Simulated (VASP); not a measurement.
Band structure of InP (zinc blende). Calculation: MS2 meta-GGA, VASP's PBE PAW potentials (set 64) (plane waves; VASP).

Unless said otherwise, spin-orbit coupling is left out, though it shifts the bands of the heavy elements here.

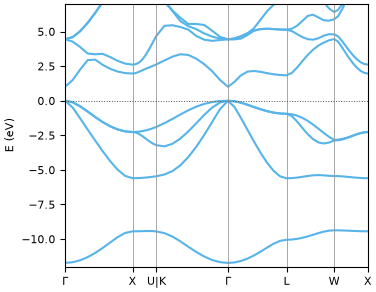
Figure: Bands along high-symmetry lines, zero at the valence-band maximum or, without a gap, the Fermi level

Problem. Read the plot: is there a gap, and where are the band edges?

Solution. The gap is direct, 1.01 eV, from the valence maximum at Γ to the conduction minimum at Γ.

Measured: gap 1.47 eV (computed value off by -0.46 eV), as given by Wei Chen et al., Physical Review Materials (2018), doi:10.1103/physrevmaterials.2.073803 [zero-point renormalisation of 0.05 eV added back (the table's ZPR column)].

The compound is InP in the zinc blende structure. It was relaxed first.
